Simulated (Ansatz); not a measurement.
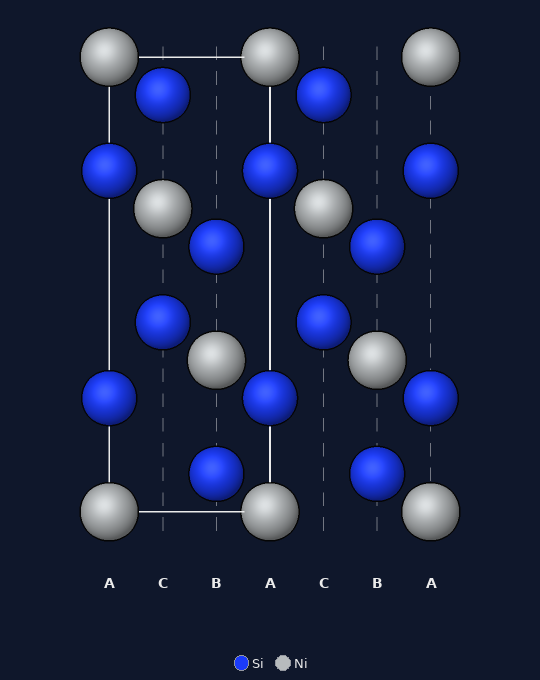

The picture looks along a close-packed row of the hexagonal mesh; [111] points upwards. The dashed lines mark the three columns A (0, 0), B (1/3, 2/3) and C (2/3, 1/3). The box is the hexagonal cell of the face-centred cubic lattice. The sequence starts with the first layer at or above the cell's origin.

The compound is Si2Ni (space group Fm-3m, No. 225), taken as the end point of a relaxation with DFT PBE+D3(BJ), scalar-relativistic, plane waves, PAW (Ansatz).

> Give the sequence of layers in one repeat, with element and column.

Ni(A) – Si(B) – Si(A) – Ni(B) – Si(C) – Si(B) – Ni(C) – Si(A) – Si(C) (nine layers in 9.32 Å).
